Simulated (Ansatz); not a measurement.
Start from Mg$_{2}$Ge in the anti-fluorite structure (space group Fm-3m, No. 225; a = 6.421 Å).

Modification: hydrostatic tension (pressure −1 GPa).

The values are results of PBE (Ansatz, an electronic-structure program, PAW, no SOC), not measurements.

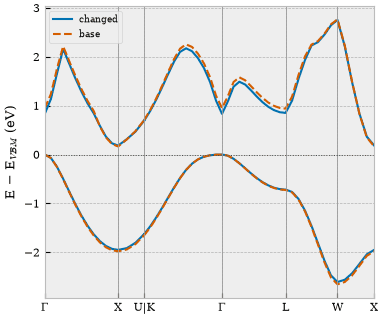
Fig. 1. Highest valence and lowest conduction band along the path, each from its own valence-band maximum

From the figure, how large is the changed gap, and is it direct?

About 0.2 eV, indirect, Γ → X.

Load acts through the strain it causes; cell and atoms are relaxed under it. No phonon test of stability was made.
